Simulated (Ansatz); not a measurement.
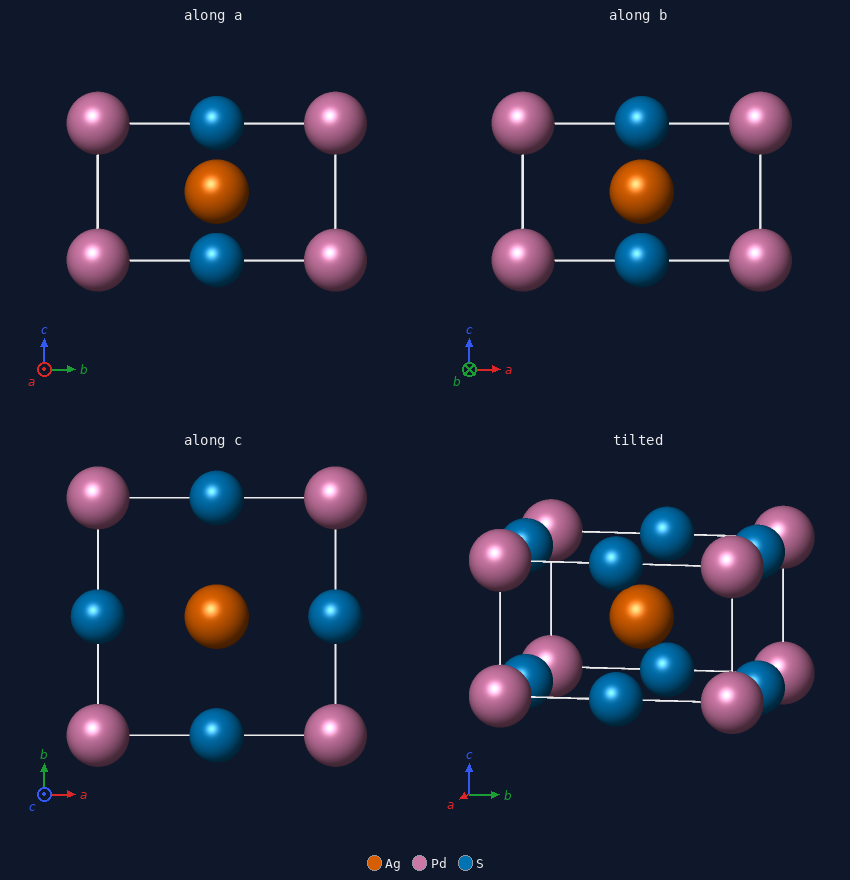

View along the a axis, along the b axis, along the c axis and slightly off an axis, drawn as a spheres-only model. The wireframe shows the conventional unit cell.

Lattice parameters: a = 4.916 Å, b = 4.916 Å, c = 2.834 Å, α = 90.00°, β = 90.00°, γ = 90.00°.

Set out the cell and atoms as a table of Wyckoff sites.

Space group P4/mmm (No. 123).
```csv
atom,site,x,y,z
Ag,1d,0.5000,0.5000,0.5000
Pd,1a,0.0000,0.0000,0.0000
S,2f,0.5000,0.0000,0.0000
```

The structure was taken from a structure type filled with these elements by a generator (whether the compound takes this form wasn't checked). Atoms and cell were optimised with Ansatz 0.2.0, DFT PBE, scalar-relativistic, plane waves, PAW.
